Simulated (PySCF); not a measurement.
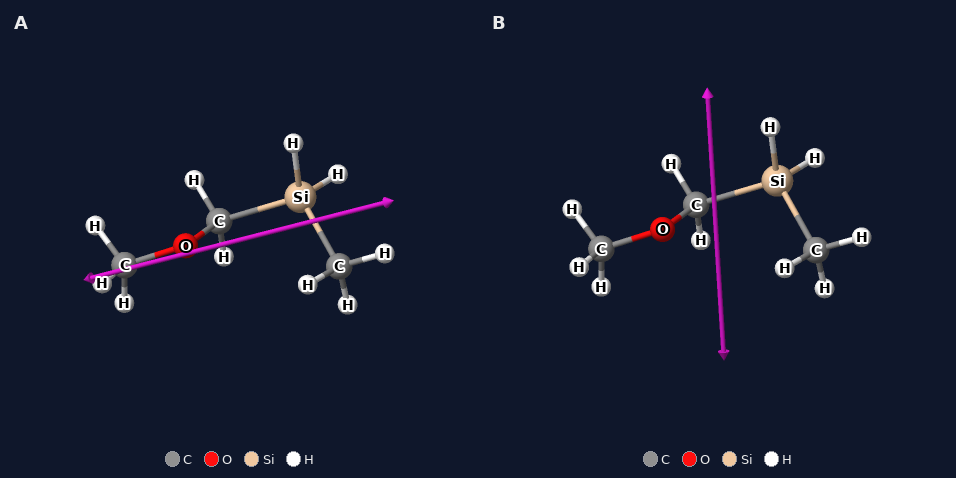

The double arrows show the directions of two transition dipoles from the ground state (lengths mean nothing). The geometry was computed by an optimisation with PBE0-D3(BJ)/def2-SVP. No frequency run is at hand to confirm it as a minimum. Properties computed with TDDFT ωB97X-D/def2-SVPD, vertical, IEF-PCM cyclohexane (non-equilibrium linear response), core orbitals frozen in the response (PySCF 2.14.0).

Question: One belongs to singlet state 2 and one to singlet state 5. Which is which?

Answer: A: state 5, 8.50 eV (146 nm), oscillator strength 0.066, mainly HOMO−1 → LUMO+1 (weight 0.77).
B: state 2, 8.10 eV (153 nm), oscillator strength 0.021, mainly HOMO → LUMO+1 (weight 0.59).
